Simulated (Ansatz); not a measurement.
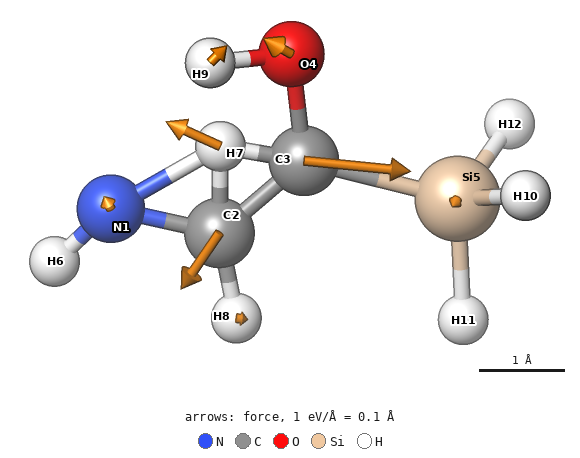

Starting geometry of C₂H₇NOSi with the computed forces as orange arrows. Style: ball-and-stick. Shown at a tilt.

The run prepares an end point of a later path (hydrogen shift) calculation, from a guessed geometry.

Computed with Ansatz, RKS CAM-B3LYP-D4/6-31G*. Settings: no spin polarisation; force threshold 0.02 eV/Å; at most 50 steps.

Q: What follows when this structure is relaxed?

A: It isn't relaxed: the largest force vector, on C3, is 12.83 eV/Å. The final displacements follow the starting forces only in part (cosine between the two patterns 0.40). The energy falls by 8.133 eV in 14 accepted moves (16 points after the start). Largest force component: 13 eV/Å at the start, 0.02 eV/Å at the end. The line search rejected the trial steps at points 12, 14 of the run. The largest move after the best rigid fit is that of H7, 1.47 Å. By element the largest moves are H 1.47 Å, O 0.22 Å, C 0.14 Å, N 0.12 Å, Si 0.07 Å. Some distances before and after: C3–H7 1.010 → 2.551 Å, C2–H7 1.090 → 2.007 Å, O4–H7 1.425 → 2.336 Å, N1–H7 1.506 → 1.012 Å. Bonds break: C2–H7 (1.09 → 2.01 Å), C3–H7 (1.01 → 2.55 Å). Among the angles between lasting bonds that change: C3–O4–H9 99.6° → 108.3°, C2–C3–O4 124.8° → 116.4°, O4–C3–Si5 112.7° → 118.5°. Groups turn about C3–O4 by about 95°. Cost: 57 s on 2 threads of Arm Neoverse V1, with other jobs on the host, peak memory 0.23 GiB.
